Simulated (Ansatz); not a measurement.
# Starting-point dependence of the GW gap of LiNbO3 (R3c)

Aim: G0W0 for LiNbO3 (R3c) on several starting functionals, at one mesh, band count and screening cutoff.

Method: G0W0 on several functionals, plane waves, PAW, in Ansatz 0.2.0.

In doubt: masses and optical values from hybrid runs of this build are listed as unsure (step 4), which bears on the screening that GW takes from such a start.

### 1. Set-up

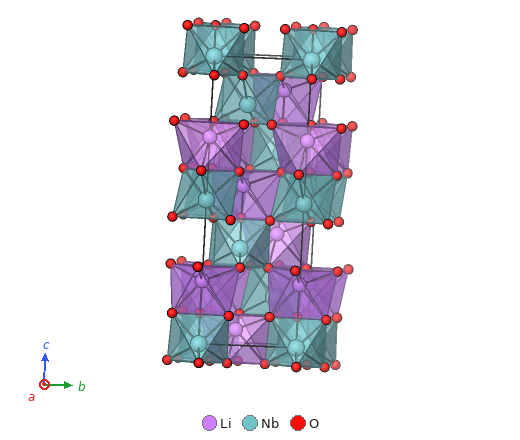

The starting structure, seen slightly off an axis (lithium purple, niobium teal, oxygen red). This picture shows the conventional cell, with its axes. Some periodic images of atoms are drawn too.

The cell and positions come from the Crystallography Open Database and are kept as given unless a step says otherwise. The default PAW set here is soft_2. Its files were made with PBE.

### 2. G0W0 on LDA

Now the one-shot GW correction: screening in the RPA, then the self-energy of the levels asked for.

This step: G0W0 on LDA, plane waves, PAW.

input.yaml reads:

```yaml
crystal:
  lattice:
    - [2.5758, 1.4871388234, 4.623]
    - [-2.5758, 1.4871388234, 4.623]
    - [0.0, -2.9742776468, 4.623]
  atoms:
    - { symbol: Li, position: [0.2815, 0.2815, 0.2815] }
    - { symbol: Li, position: [0.7815, 0.7815, 0.7815] }
    - { symbol: Nb, position: [5.5e-05, 5.5e-05, 5.5e-05] }
    - { symbol: Nb, position: [0.500055, 0.500055, 0.500055] }
    - { symbol: O, position: [0.11231, 0.35836, 0.71959] }
    - { symbol: O, position: [0.71959, 0.11231, 0.35836] }
    - { symbol: O, position: [0.35836, 0.71959, 0.11231] }
    - { symbol: O, position: [0.21959, 0.85836, 0.61231] }
    - { symbol: O, position: [0.85836, 0.61231, 0.21959] }
    - { symbol: O, position: [0.61231, 0.21959, 0.85836] }
kpoints:
  mp_grid: { grid: [4, 4, 4] }
hamiltonian:
  xc: lda
scf:
  occupations: { method: fixed }
gw:
  n_empty_bands: 226
  ecut_chi: 96
  qp_bands: [v3, c3]
  qp_kpoints: band_edges
  screening: { model: contour_deformation }
```

Run with:

```bash
> ansatz run input.yaml --threads 3 --pin off --max-ram 92160MiB --backend cuda --events-out ev --progress --plain --runs-dir out --devices 1 --max-vram 13GiB
```

Numbers of over 12 decimals in the logs are rounded to 6 here.

The program printed:

```text
GPUs: using 1 of 1 available (devices: 1).
Engine: ansatz 0.2.0, x86_64-unknown-linux-gnu
Pseudopotentials: kind: paw
Pseudopotential: Li, paw, valence charge 3, recommended cutoff 420 eV (normal), Li.paw.azcp
Pseudopotential: Nb, paw, valence charge 13, recommended cutoff 420 eV (normal), Nb.paw.azcp
Pseudopotential: O, paw, valence charge 6, recommended cutoff 420 eV (normal), O.paw.azcp
Functional definition: SPW92
  exchange = slater_x
  correlation = pw_c
device memory: the entry about to start is reckoned to put 2.4 GiB on a device that reports 23.1 GiB free (of which the cap on the GPU budget leaves the run 13.0 GiB)
GPU FFT provider: cuFFT
GPU libraries: cuBLAS 13.8.2, cuFFT 12.4.0, cuSOLVER 12.3.4
Crystal: 10 atoms, lattice volume = 106.252 Å³
Basis set: ecut = 420 eV, 2091 PW (Γ)
Bands: 44, of which v1, the nominal top of the filled ones, is band 34 counted from 1 (33 counted from 0)
Symmetry: 6 space group operations
Space group: R3c (ITA 161), of the structure as read, at distance tolerance 4.7e-5 Å
k-points: 13 of 64 (time reversal used)
Non-local potential: Li, projectors of the file, l = 0: 3, l = 1: 2, l = 2: 1
Non-local potential: Nb, projectors of the file, l = 0: 3, l = 1: 2, l = 2: 2, l = 3: 1
Non-local potential: O, projectors of the file, l = 0: 2, l = 1: 2, l = 2: 1
PAW form: soft (Blöchl's): semilocal exchange-correlation on the pseudo side does not see the compensation charge
PAW frozen core: Nb, regenerated for the run's functional, and the local potential with it (the file was generated under x = pbe(κ = 0.804, μ = 0.219515), c = pbe(β = 0.066725))
PAW frozen core: O, regenerated for the run's functional, and the local potential with it (the file was generated under x = pbe(κ = 0.804, μ = 0.219515), c = pbe(β = 0.066725))
PAW one-centre angular grid: Li, 110 points (default); XC on 64 Gauss nodes
PAW one-centre angular grid: Nb, 590 points (default); XC on 64 Gauss nodes
PAW one-centre angular grid: O, 110 points (default); XC on 64 Gauss nodes
Initial density: superposition of atomic densities (neutral atoms: chi_scale 0, normalization atom), corrected by the library's trained network
Initial wavefunctions: pseudopotential atomic-orbital guess
GPU buffer pool allocated for 64000 grid points (all kernels)
GPU transforms: local potential and band sums: pruned to the plane-wave sphere, on 40×40×40
Functional: x = slater, c = lda
SCF iter   1: F=—  HF=-12631.445623 eV  |F-HF|=—  |Δ(HF+E_count)|=         —  Δρ=1.87e-2  dr2=3.38e-1  ethr=1.77e-3  ⟨swp⟩=4.9  Hψ=2075  notcnv=0  defer=101
preconditioner: auto → Resta (q_TF=auto, 2.533 Å⁻¹)  ε∞=5.7  [insulator: Δε(μ)=3.355 eV  Ē_g=11.500 eV  n_scr=26 (ndim 8)  ℏωp=25.0 eV  f_vac=0.019  ε∞_Penn≈5.7]
SCF iter   2: F=—  HF=-12631.371287 eV  |F-HF|=—  |Δ(HF+E_count)|=   7.43e-2  Δρ=7.02e-3  dr2=3.84e-2  ethr=4.97e-4  ⟨swp⟩=2.0  Hψ=899  notcnv=0  defer=103
SCF iter   3: F=—  HF=-12631.362336 eV  |F-HF|=—  |Δ(HF+E_count)|=   8.95e-3  Δρ=2.73e-3  dr2=5.56e-3  ethr=5.65e-5  ⟨swp⟩=2.0  Hψ=805  notcnv=0  defer=104
SCF iter   4: F=—  HF=-12631.360298 eV  |F-HF|=—  |Δ(HF+E_count)|=   2.04e-3  Δρ=5.25e-4  dr2=2.54e-4  ethr=8.18e-6  ⟨swp⟩=2.0  Hψ=965  notcnv=0  defer=104
SCF iter   5: F=—  HF=-12631.360253 eV  |F-HF|=—  |Δ(HF+E_count)|=   4.47e-5  Δρ=7.20e-5  dr2=9.33e-6  ethr=3.74e-7  ⟨swp⟩=2.3  Hψ=837  notcnv=0  defer=50
SCF iter   6: F=—  HF=-12631.360251 eV  |F-HF|=—  |Δ(HF+E_count)|=   1.51e-6  Δρ=2.66e-5  dr2=9.11e-7  ethr=1.37e-8  ⟨swp⟩=2.0  Hψ=756  notcnv=0  defer=49
SCF iter   7: F=-12631.360251 eV  HF=-12631.360251 eV  |F-HF|=5.34e-9  |Δ(HF+E_count)|=   5.72e-8  Δρ=4.61e-6  dr2=2.75e-8  ethr=1.47e-10  ⟨swp⟩=9.8  Hψ=1920  notcnv=0
SCF 1 converged in 7 iterations: F = -12631.360251 eV  dr2 = 2.75e-8
  greatest PAW one-centre occupation: 1.000 electrons in one spin orbital (limit 2), on the Li atom at site 1 (counted from 0), in its partial waves of l = 0
device memory: the entry about to start is reckoned to put 3.1 GiB on a device that reports 23.1 GiB free (of which the cap on the GPU budget leaves the run 13.0 GiB)
NSCF: frozen V_eff on 13 k-points
the band table was solved once the SCF had ended and its energy, with any forces and stress, was formed, with the checks that follow a solve (2237 applications of the Hamiltonian). They found nothing against the state; the energy, forces and stress were not computed again (output.eigenvalues in the input reference)
device memory: the entry about to start is reckoned to put 4.7 GiB on a device that reports 23.2 GiB free (of which the cap on the GPU budget leaves the run 13.0 GiB)
NSCF: frozen V_eff on 13 k-points
G₀W₀ screening: q 1/13
[... further progress lines ...]
device memory: the entry about to start is reckoned to put 0.7 GiB on a device that reports 22.8 GiB free (of which the cap on the GPU budget leaves the run 13.0 GiB)
NSCF: frozen V_eff on 1 k-points
device memory: the entry about to start is reckoned to put 0.7 GiB on a device that reports 22.8 GiB free (of which the cap on the GPU budget leaves the run 13.0 GiB)
NSCF: frozen V_eff on 1 k-points
device memory: the entry about to start is reckoned to put 0.7 GiB on a device that reports 22.8 GiB free (of which the cap on the GPU budget leaves the run 13.0 GiB)
NSCF: frozen V_eff on 1 k-points
SCF converged after 7 iterations
Free energy (F): -12631.360251 eV
Harris-Foulkes:  -12631.360251 eV  (|F-HF|=5.34e-9)
Internal energy: -12631.360251 eV  (E = F + TS)
E sigma→0 (E₀):  -12631.360251 eV
Fermi energy:    6.885322 eV
--- Per-component energies (eV) ---
  E_band       = -537.861938
  E_kinetic    = 1878.571710
  E_local      = -4299.421131  (includes V_loc(G=0)·N_el)
  E_nonlocal   = 471.188005
  E_hartree    = 1443.254368
  E_xc         = -805.729040
  E_vxc        = -1013.056107  (∫ρ·V_xc dr)
  E_paw        = -6846.757771  (= ΣΔE_a)
  E_vpaw       = -461.667073  (= ΣTr[D̂ρ^β])
  E_aug_tail   = 0.015020  (compensation charges beyond the density's cutoff)
  E_ewald      = -4473.914330
  E_core_change = 1.432918  (= ΣΔE_core)
  E_smearing   = -0.000000  (= −TS)
  E_closure    = 0.000000  (closes the sum)
  Σ components = -12631.360251   (vs F -12631.360251, Δ=0.00e0)
--- Band table (eV; the first three rows and the last of 13) ---
  k-point 0: bands = [... 30 lower, 6.2026, 6.4079, 6.8853, 6.8853, 10.4432, 10.4432, 10.9141, 12.0699, ... 6 higher]
  k-point 1: bands = [... 30 lower, 6.4172, 6.4846, 6.6797, 6.8119, 10.5023, 10.6099, 11.0587, 11.7849, ... 6 higher]
  k-point 2: bands = [... 30 lower, 6.5939, 6.5939, 6.6693, 6.6693, 10.7613, 10.7613, 11.5923, 11.5923, ... 6 higher]
  k-point 12: bands = [... 30 lower, 6.5691, 6.5691, 6.5691, 6.5691, 11.5128, 11.5128, 11.7282, 11.7282, ... 6 higher]
--- G₀W₀: contour deformation, 6 samples at zero and on the imaginary axis and 1 off it, 64 q-points, 226 empty bands' worth ---
  eigenvalues of the whole cell's RPA ε∞ on this k-mesh (on a slab, of 1 + 4πα/V) = 5.1150, 5.3354, 5.3354; static W/v taken at q = 0 is 0.189942
  bands read: the sum over 260 bands ends inside a degenerate multiplet in 1 slot, whose members it reads at an even weight; the widest, k=7: bands 260 to 261 (counted from 1) at 1/2 each
  gw.qp_kpoints: band_edges: 13 of 13 stored k-points solved, in 1 pass; an edge of the gap read off the rows below is read off those points alone
    ik  band        ε_KS         Σx   Σc(E_QP)       V_xc       Z   E_QP_lin       E_QP  E_QP is
     0    32      6.4079   -25.8831     4.8805   -20.6994  0.7349     6.1031     6.1047  root
     0    33      6.8853   -25.6879     4.6685   -20.7935  0.7353     6.6587     6.6595  root
     0    34      6.8853   -25.6879     4.6685   -20.7935  0.7353     6.6587     6.6595  root
     0    35     10.4432   -13.7109    -4.7972   -19.9201  0.7775    11.8834    11.8551  root
     0    36     10.4432   -13.7109    -4.7972   -19.9201  0.7775    11.8834    11.8551  root
     0    37     10.9141   -13.9593    -4.7861   -20.1399  0.7698    12.3395    12.3087  root
     1    32      6.4846   -25.5634     4.6825   -20.6179  0.7342     6.2204     6.2216  root
     1    33      6.6797   -25.3430     4.6705   -20.4156  0.7330     6.4217     6.4228  root
     1    34      6.8119   -25.7284     4.6823   -20.8061  0.7348     6.5709     6.5719  root
     1    35     10.5023   -13.7827    -4.8514   -20.0414  0.7766    11.9380    11.9095  root
     1    36     10.6099   -13.7088    -4.8179   -19.9420  0.7759    12.0545    12.0252  root
     1    37     11.0587   -14.0380    -4.9375   -20.4055  0.7687    12.5223    12.4886  root
     2    32      6.5939   -25.6823     4.7051   -20.7198  0.7350     6.3354     6.3365  root
     2    33      6.6693   -25.5966     4.7123   -20.6229  0.7337     6.4068     6.4079  root
     2    34      6.6693   -25.5966     4.7123   -20.6229  0.7337     6.4068     6.4079  root
     2    35     10.7613   -13.7918    -4.9143   -20.1163  0.7727    12.2021    12.1715  root
     2    36     10.7613   -13.7918    -4.9143   -20.1163  0.7727    12.2021    12.1715  root
     2    37     11.5923   -14.3110    -5.0206   -20.7810  0.7599    13.0807    13.0417  root
     3    32      6.5227   -25.5212     4.7299   -20.5182  0.7322     6.2484     6.2497  root
     3    33      6.5977   -25.5722     4.5868   -20.7524  0.7354     6.3637     6.3646  root
     3    34      6.8077   -25.6708     4.7334   -20.6915  0.7337     6.5608     6.5618  root
     3    35     10.5114   -13.8778    -4.7672   -20.0539  0.7760    11.9487    11.9203  root
     3    36     10.9997   -14.0909    -4.8509   -20.3682  0.7682    12.4592    12.4261  root
     3    37     11.1109   -14.2566    -4.8820   -20.5625  0.7667    12.5684    12.5347  root
[...]
11    36     10.8145   -14.0884    -4.7873   -20.2846  0.7713    12.2540    12.2235  root
    11    37     11.6310   -14.5704    -5.0380   -21.0748  0.7578    13.1381    13.0973  root
    12    32      6.5691   -25.4553     4.6955   -20.4990  0.7328     6.3071     6.3083  root
    12    33      6.5691   -25.4553     4.6955   -20.4990  0.7328     6.3071     6.3083  root
    12    34      6.5691   -25.4553     4.6955   -20.4990  0.7328     6.3071     6.3083  root
    12    35     11.5128   -13.7543    -5.2354   -20.4056  0.7617    12.9659    12.9287  root
    12    36     11.5128   -13.7543    -5.2354   -20.4056  0.7617    12.9659    12.9287  root
    12    37     11.7282   -14.6766    -5.1651   -21.3255  0.7552    13.2560    13.2120  root
```

Wall time 20 s (1 × NVIDIA H100 80GB HBM3 (shared by 6 runs) with 3 threads of AMD EPYC 7R13 (Zen 3), shared host); peak memory 1.3 GiB; 30 s of CPU time.

This step gave:

```yaml
bands_summed: 260
rpa_eps_infinity_on_this_mesh_eigenvalues: 5.115, 5.335, 5.335
plane_waves_in_the_screening_matrix: 211
q_points_in_the_mesh: 64
g0w0_gap_on_the_mesh: 5.194 eV
k_of_the_valence_top: 0, 0, 0
k_of_the_conduction_bottom: 0, 0.25, -0.5
starting_gap_on_the_mesh: 3.558 eV
z_at_the_valence_top: 0.7353
z_at_the_conduction_bottom: 0.7785
least_direct_g0w0_gap_on_the_computed_points: 5.196 eV
```

The gap on the mesh goes from 3.56 eV to 5.19 eV, a correction of +1.64 eV. Between the two edge states, bare exchange in place of the xc potential would open the gap by 11.15 eV, and correlation takes back 9.52 eV.

### 3. G0W0 on PBE

The same correction from a different start measures what one shot leaves open.

This step: G0W0 on PBE, plane waves, PAW.

Edit input.yaml of step 2 so:

```diff
@@ -19,3 +19,3 @@
 hamiltonian:
-  xc: lda
+  xc: pbe
 scf:
```

The program printed:

```text
GPUs: using 1 of 1 available (devices: 1).
[...]
GPU FFT provider: cuFFT
GPU libraries: cuBLAS 13.8.2, cuFFT 12.4.0, cuSOLVER 12.3.4
Crystal: 10 atoms, lattice volume = 106.252 Å³
Basis set: ecut = 420 eV, 2091 PW (Γ)
Bands: 44, of which v1, the nominal top of the filled ones, is band 34 counted from 1 (33 counted from 0)
Symmetry: 6 space group operations
[...]
k-points: 13 of 64 (time reversal used)
[...]
GPU buffer pool allocated for 64000 grid points (all kernels)
[...]
SCF iter   1: F=—  HF=-12929.440630 eV  |F-HF|=—  |Δ(HF+E_count)|=         —  Δρ=1.57e-3  dr2=8.67e-4  ethr=1.77e-3  ⟨swp⟩=4.9  Hψ=2020  notcnv=0  defer=102
[...]
SCF iter   6: F=-12929.442647 eV  HF=-12929.442647 eV  |F-HF|=1.05e-7  |Δ(HF+E_count)|=   8.81e-7  Δρ=9.22e-6  dr2=9.57e-8  ethr=1.47e-10  ⟨swp⟩=8.2  Hψ=2193  notcnv=0
SCF 1 converged in 6 iterations: F = -12929.442647 eV  dr2 = 9.57e-8
[...]
NSCF: frozen V_eff on 13 k-points
[...]
G₀W₀ screening: q 1/13
[... further progress lines ...]
[...]
SCF converged after 6 iterations
Free energy (F): -12929.442647 eV
[...]
Internal energy: -12929.442647 eV  (E = F + TS)
E sigma→0 (E₀):  -12929.442647 eV
Fermi energy:    7.252951 eV
[...]
--- Band table (eV; the first three rows and the last of 13) ---
  k-point 0: bands = [... 30 lower, 6.5644, 6.7835, 7.2530, 7.2530, 10.8729, 10.8729, 11.3421, 12.4543, ... 6 higher]
  k-point 1: bands = [... 30 lower, 6.7885, 6.8553, 7.0526, 7.1787, 10.9218, 11.0361, 11.4763, 12.1850, ... 6 higher]
  k-point 2: bands = [... 30 lower, 6.9644, 6.9644, 7.0396, 7.0396, 11.1788, 11.1788, 12.0021, 12.0021, ... 6 higher]
  k-point 12: bands = [... 30 lower, 6.9416, 6.9416, 6.9416, 6.9416, 11.9260, 11.9260, 12.1249, 12.1249, ... 6 higher]
[...]
0    32      6.7835   -25.9619     4.9436   -20.5751  0.7355     6.3368     6.3403  root
     0    33      7.2530   -25.7832     4.7479   -20.6778  0.7357     6.8934     6.8955  root
     0    34      7.2530   -25.7832     4.7479   -20.6778  0.7357     6.8934     6.8955  root
     0    35     10.8729   -13.7771    -4.7354   -19.6731  0.7772    12.0519    12.0334  root
     0    36     10.8729   -13.7771    -4.7354   -19.6731  0.7772    12.0519    12.0334  root
     0    37     11.3421   -14.0272    -4.7252   -19.9106  0.7696    12.5208    12.5002  root
     1    32      6.8553   -25.6536     4.7526   -20.4985  0.7347     6.4500     6.4528  root
     1    33      7.0526   -25.4514     4.7572   -20.2970  0.7334     6.6527     6.6554  root
[...]
12    34      6.9416   -25.5534     4.7772   -20.3749  0.7331     6.5374     6.5403  root
    12    35     11.9260   -13.8540    -5.1606   -20.2079  0.7614    13.1448    13.1193  root
    12    36     11.9260   -13.8540    -5.1606   -20.2079  0.7614    13.1448    13.1193  root
    12    37     12.1249   -14.7294    -5.0872   -21.0995  0.7555    13.4392    13.4078  root
```

The job ended after 36 s (1 × NVIDIA H100 80GB HBM3 (shared by 6 runs) with 3 threads; peak memory 1.3 GiB).

Numbers from this step:

```
bands summed                                 : 260
RPA ε∞ on this mesh (eigenvalues)            : 4.981, 5.203, 5.203
plane waves in the screening matrix          : 211
q-points in the mesh                         : 64
G0W0 gap on the mesh                         : 5.132 eV
k of the valence top                         : 0, 0, 0
k of the conduction bottom                   : 0, 0.25, -0.5
starting gap on the mesh                     : 3.618 eV
Z at the valence top                         : 0.7357
Z at the conduction bottom                   : 0.7783
least direct G0W0 gap on the computed points : 5.138 eV
```

Against the run with 4×4×4 mesh, 226 empty bands, screening to 96 eV on LDA, the gap moves by −0.06 eV, while the start moved by +0.06 eV.

### 4. G0W0 on HSE06

This step: G0W0 on HSE06, plane waves, PAW.

Edit input.yaml of step 3 so:

```diff
@@ -19,3 +19,3 @@
 hamiltonian:
-  xc: pbe
+  xc: hse06
 scf:
```

The program printed:

```text
GPUs: using 1 of 1 available (devices: 1).
[...]
davidson cushion auto → on  (no smearing: the cushion is to keep the highest requested band from converging to the state above it; pin scf.eigensolver.cushion to override)
[...]
GPU FFT provider: cuFFT
GPU libraries: cuBLAS 13.8.2, cuFFT 12.4.0, cuSOLVER 12.3.4
Crystal: 10 atoms, lattice volume = 106.252 Å³
Basis set: ecut = 420 eV, 2091 PW (Γ)
[...]
1    32      5.7099   -25.7420     4.3166   -21.6934  0.7744     5.9771     5.9779  root
     1    33      5.9357   -25.5095     4.3256   -21.4495  0.7731     6.2005     6.2013  root
[...]
12    34      5.8039   -25.6058     4.3418   -21.5299  0.7729     6.0691     6.0699  root
    12    35     12.3864   -13.3911    -4.8593   -19.0807  0.7978    13.2243    13.2167  root
    12    36     12.3864   -13.3911    -4.8593   -19.0807  0.7978    13.2243    13.2167  root
    12    37     12.5927   -14.2560    -4.7959   -19.9797  0.7932    13.5303    13.5204  root
[key lines of the parts left out:]
Free energy (F): -12932.597973 eV
Fermi energy:    6.150071 eV
```

Run time: 95 s. Hardware: 1 × NVIDIA H100 80GB HBM3 (shared by 6 runs) with 3 threads; peak memory 1.8 GiB.

Numbers from this step:

* bands summed: 260
* RPA ε∞ on this mesh (eigenvalues): 3.908, 4.093, 4.093
* plane waves in the screening matrix: 211
* G0W0 gap on the mesh: 5.605 eV
* k of the valence top: 0, 0, 0
* k of the conduction bottom: 0, 0.25, -0.5
* starting gap on the mesh: 5.066 eV
* least direct G0W0 gap on the computed points: 5.612 eV

Against the run with 4×4×4 mesh, 226 empty bands, screening to 96 eV on PBE, the gap moves by +0.47 eV, while the start moved by +1.45 eV.

### 5. Side by side

All on the 4×4×4 mesh with 226 empty bands and screening to 96 eV. Times are wall times on 1 × NVIDIA H100 80GB HBM3 (shared by 6 runs) with 3 threads of AMD EPYC 7R13 (Zen 3), shared host, good to a factor of about two.

| start | starting gap (eV) | shift (eV) | G0W0 gap (eV) | RPA ε∞ (harmonic mean) | Z (valence, conduction) | time |
| --- | --- | --- | --- | --- | --- | --- |
| LDA | 3.56 | +1.64 | 5.19 | 5.26 | 0.74, 0.78 | 20 s |
| PBE | 3.62 | +1.51 | 5.13 | 5.13 | 0.74, 0.78 | 36 s |
| HSE06 | 5.07 | +0.54 | 5.60 | 4.03 | 0.77, 0.81 | 95 s |

The parts of the quasiparticle energy at the two band edges (eV; QP = start + Σx + Σc − Vxc):

```csv
run,edge,start,Σx,Σc,Vxc,Z,QP
LDA,valence top,6.89,-25.69,4.67,-20.79,0.74,6.66
LDA,conduction bottom,10.45,-13.64,-4.85,-19.90,0.78,11.85
PBE,valence top,7.25,-25.78,4.75,-20.68,0.74,6.90
PBE,conduction bottom,10.87,-13.71,-4.79,-19.66,0.78,12.03
HSE06,valence top,6.15,-25.82,4.32,-21.80,0.77,6.45
HSE06,conduction bottom,11.22,-13.21,-4.59,-18.64,0.81,12.05
```

For a hybrid start, Vxc holds its share of exact exchange.

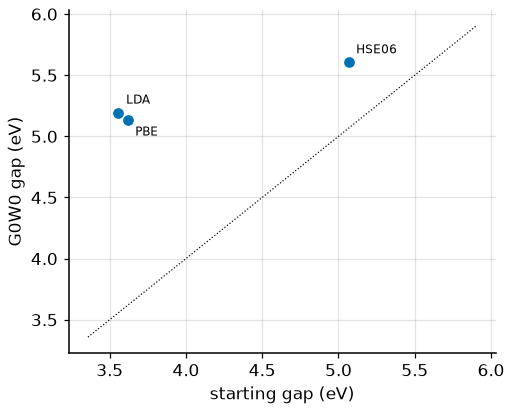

G0W0 gap against starting gap; on the dotted line the correction would vanish.

### 6. Results

| Property | Result |
| --- | --- |
| G0W0@LDA | 5.19 eV (start 3.56 eV) |
| G0W0@PBE | 5.13 eV (start 3.62 eV) |
| G0W0@HSE06 | 5.60 eV (start 5.07 eV) |
| known limits | not at the basis limit; no spin-orbit coupling |

The starting gaps span 1.51 eV and the G0W0 gaps 0.47 eV. Between LDA and HSE06, 0.41 eV of the 1.51 eV survives, 27 %. The order is not kept throughout: PBE starts 0.06 eV above LDA and ends 0.06 eV below it, so orbitals matter beside the gap. HSE06 screens less than LDA (ε∞ 4.03 against 5.26). Of the 0.41 eV by which its G0W0 gap is higher, the correlation part gives +0.61 eV, and exchange with the one-particle terms, which follow the orbitals, −0.20 eV. The smallest correction, +0.54 eV, is on HSE06, the start nearest to reproducing itself. Bands and cutoff are finite, so the gap is not at the basis limit. The miss can reach some tenths of an eV and take either sign; the mesh is an error of its own. The many-body steps are scalar-relativistic: spin-orbit coupling is not in them.

[Paths, hosts, dates, memory and timing lines, banners, echoed tables and standing remarks are left out of the program output.]

[Logs are printed without paths, hosts, clocks, repeated set-up lines and the standing remarks that a program may print on its own settings, such as how far it seeks lower states.]

[Runs of the session that timed out or met a known fault of the program may be left out.]

[Cells called generated may have been cut or substituted from an entry of the Crystallography Open Database or the Materials Project.]

[Hosts, paths, dates, database ids (printed as entryN), source tags and the programs' standing remarks are cut or masked in the printed files.]
